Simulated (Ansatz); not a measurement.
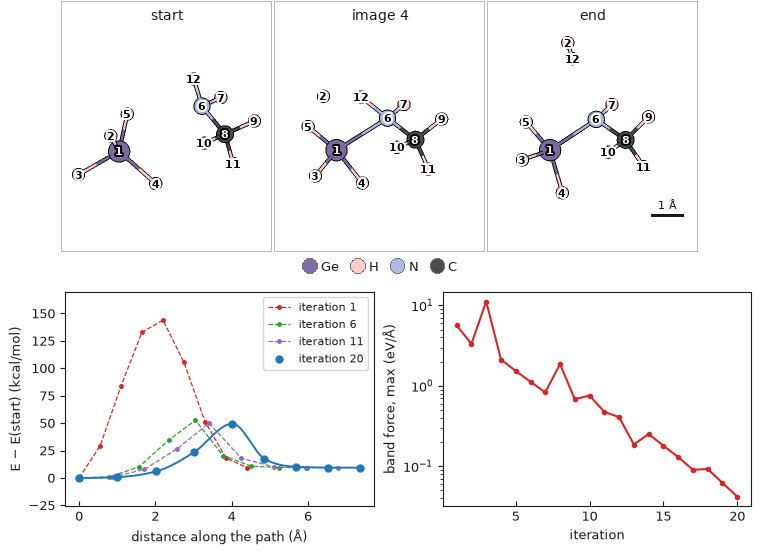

A nudged-elastic-band calculation for CH₉GeN, made up at the start of GeH4 and CH5N. Images are numbered from 0 (start) to 8 (end). The plot follows the band through its iterations. Style: ball-and-stick. Shown at a tilt.

Theory: Ansatz, RKS PBE0/def2-mTZVP. Run with 7 movable images; climbing image; force threshold 0.05 eV/Å; iteration limit 60; starting path by straight interpolation.

Question: How did the profile develop, and is the result final?

Answer: The run is converged, with reservations. The band converged in 20 iterations. The largest component of the band force went from 5.6 to 0.042 eV/Å. The climbing image converged on the top of the path. Its curvatures weren't checked. The straight starting path can push atoms close together and costs iterations. The first iteration put the highest image at 143.9 kcal/mol. The energy climbs by 49.4 kcal/mol to image 4 and then falls by 40.1 kcal/mol, so the end point sits at +9.4 kcal/mol.

Limits of the set-up: the start holds two separate molecules, 2.9 Å apart at their closest, whose relative position is a soft coordinate and is computed without a dispersion correction.
